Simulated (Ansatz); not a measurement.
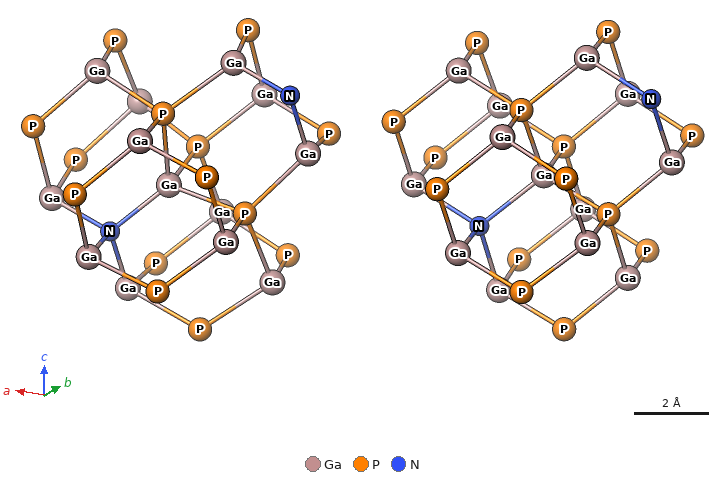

Two geometries of crystalline Ga32P24N8 (a generated structure, set up in P1), drawn at one scale. One is the start of a relaxation, the other its converged end. A ball-and-stick model of the atoms within 5.0 Å of the atom that moves most (axes of the cell of the calculation (origin shifted)), seen from a free direction.

The calculation used DFT, PBEsol, PAW, plane waves (Ansatz 0.2.0). (plane-wave cutoff 420 eV; k-point mesh 1 × 1 × 1; mesh shifted by (0.25, 0.25, 0.25); no spin polarisation; cell relaxed at fixed shape; force threshold 0.03 eV/Å; at most 80 steps)

Which one is relaxed?

Answer. The left one is the relaxed one. The largest moves relative to the cell, 0.44 Å, are those of Ga atoms. By element the largest moves are Ga 0.44 Å, N 0.25 Å, P 0.16 Å. The volume changes by −0.2 %, with a = b = c 10.407 → 10.400 Å (−0.1 %). Some distances before and after: Ga–N 2.269 → 1.976 Å, Ga–N 2.289 → 2.002 Å, Ga–N 2.247 → 2.005 Å, Ga–N 2.227 → 2.003 Å. Among the angles between lasting bonds that change: P–Ga–P 109.4° → 96.0°, P–Ga–N 107.9° → 119.6°, Ga–P–Ga 108.2° → 119.5°. The space group stays P1 (No. 1). The energy falls by 186 meV per atom in 6 geometry steps. The largest force component goes from 3.6 to 0.0074 eV/Å. Pressure: 3.56 GPa at the start and 0.00 GPa at the end.
